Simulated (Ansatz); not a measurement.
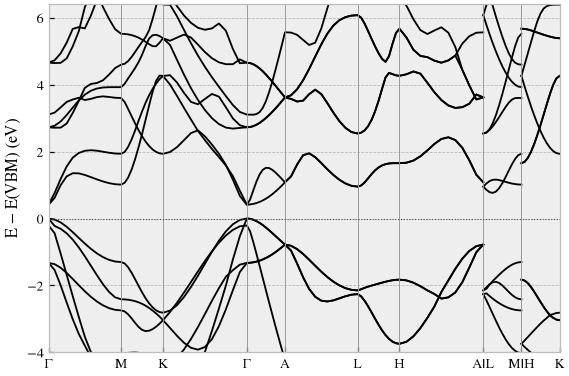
Band structure from the program Ansatz at the r²SCAN level (PAW)

Read off the gap and where the band edges lie.

About 0.4 eV (0.41 eV by a search for the band edges); maximum at Γ, minimum at Γ.

The material is GaSb (wurtzite, space group No. 186).

Space group P6_3mc (wurtzite). The workflow started from a Materials Project entry (that database holds measured and hypothetical structures alike); the Crystallography Open Database copy checked does not list it. It is not the phase usual at ambient conditions (space group No. 216). Symmetry was held in the r²SCAN relaxation; whether a distortion lowers the energy is not shown. Spin–orbit coupling is left out wherever it is not named.

Potentials: the later of the program's two PAW sets.
